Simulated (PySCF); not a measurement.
**C6H10B (SMILES BC#C[C@H](C)[CH]C) (doublet): density, localisation and related maps**

```xyz
17

B     3.1114    0.8288   -0.5124
C     1.7572    0.3812   -0.1323
C     0.6925   -0.0746    0.2916
C    -0.5089   -0.7766    0.7503
C    -0.7253   -2.1844    0.2315
C    -0.9890    0.4005   -0.0471
C    -1.5314    1.6252    0.5952
H     3.6863    1.6022    0.1686
H     3.6327    0.3590   -1.4542
H    -0.6856   -0.6966    1.8235
H    -0.0470   -2.8703    0.7343
H    -0.5375   -2.2353   -0.8387
H    -1.7506   -2.4938    0.4275
H    -1.0438    0.3022   -1.1186
H    -0.8707    2.4943    0.4952
H    -1.7175    1.4585    1.6554
H    -2.4799    1.8916    0.1136
```

Geometry: GFN2-xTB.

Theory: PySCF 2.14.0, density-fitted response routines, UKS B3LYP, pcH-1 on B C H, non-relativistic, mean-field spin-orbit, GIAO.

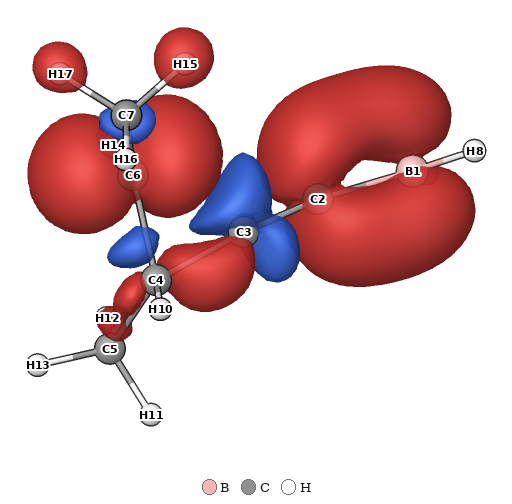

Figure 1. Isosurfaces of the spin density at +0.015 (red) and −0.015 e/Å³ (blue), seen at a tilt.

### Where is the unpaired spin?

The unpaired spin (1 electron) lies mostly on C6 (about 0.3), C2 (about 0.3) and B1 (about 0.2), in electrons by Hirshfeld's partition.

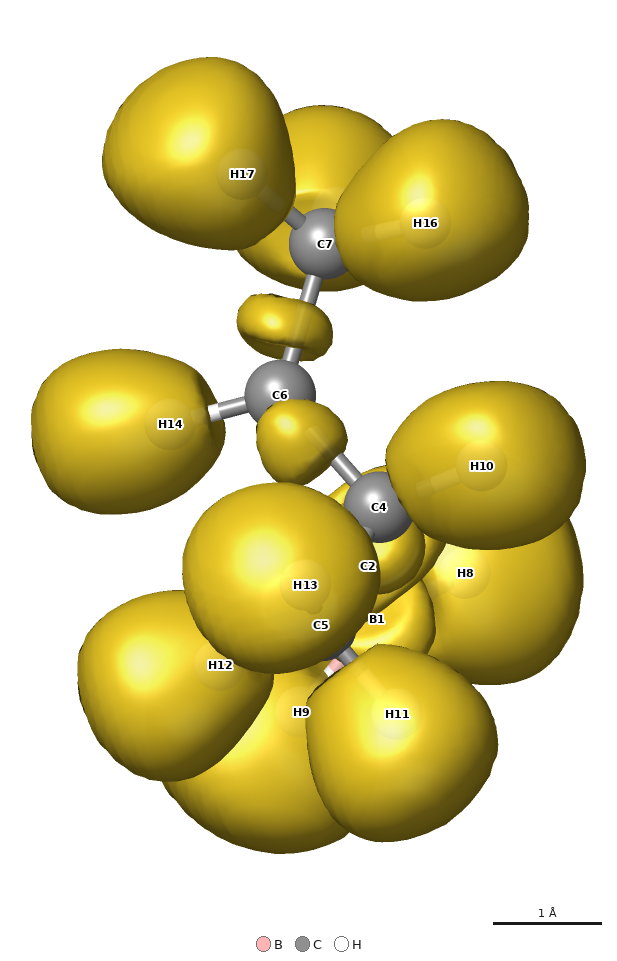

Figure 2. Isosurface of the ELF at 0.8 (yellow), seen at an oblique angle. Only the valence region is drawn (cores and ρ < 0.01 e/Å³ removed).

### What do the ELF domains correspond to?

At this value the surface marks out one region between bonded B–C atoms (shared pairs), five regions between bonded C–C atoms (shared pairs) and ten regions around hydrogen nuclei. Along the contacts the grid gives the following. C–C (1.23 Å): the ELF peaks at about 0.90 between the atoms: a short, multiple covalent bond. C–B (1.48 Å): the ELF peaks at about 0.95 between the atoms; a covalent bond.

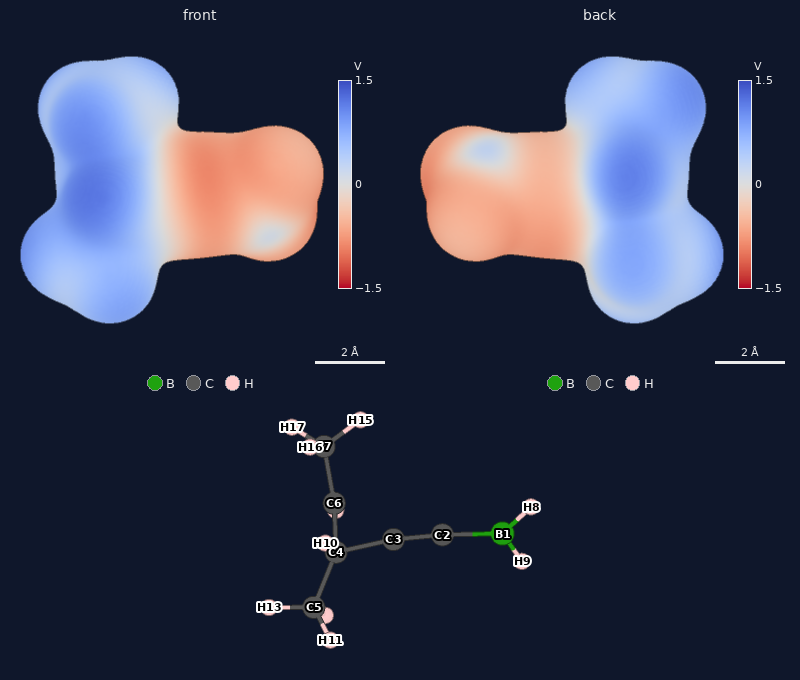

Figure 3. The electrostatic potential painted on the density surface at 0.002 e/bohr³, seen from the front and from behind; red is negative and blue positive. The bare structure is drawn below in the same view.

### Where is the surface potential most negative and most positive?

The most negative region (about −0.9 V) lies over C2 and C3, the most positive (about +1.2 V) over H10 and H14.

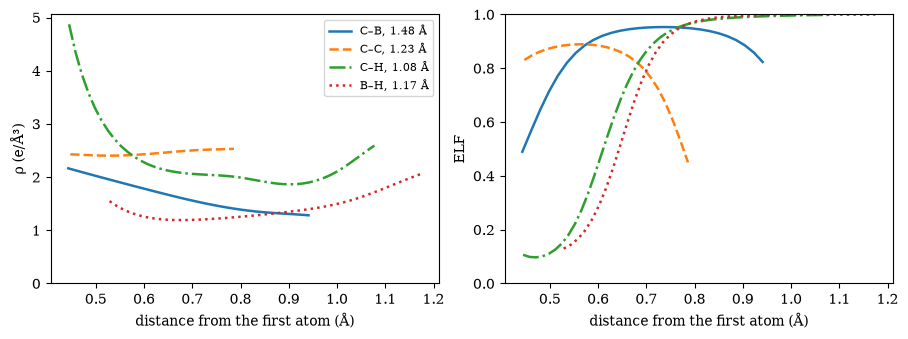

Figure 4. Electron density and ELF along straight lines between neighbouring atoms. The curves leave out the atomic cores.

### Compare the contacts.

C–B (1.48 Å): ρ at the midpoint is about 1.5 e/Å³; the ELF peaks at about 0.95 between the atoms; a covalent bond.
C–C (1.23 Å): ρ is about 2.4 e/Å³ halfway; the ELF peaks at about 0.90 between the atoms: a short, multiple covalent bond.
C–H (1.08 Å): the density is about 2.7 e/Å³ at the midpoint; the ELF climbs to about 1 towards the hydrogen, as it does in any bond to H.
B–H (1.17 Å): ρ is about 1.3 e/Å³ halfway; the ELF climbs to about 1 towards the hydrogen.
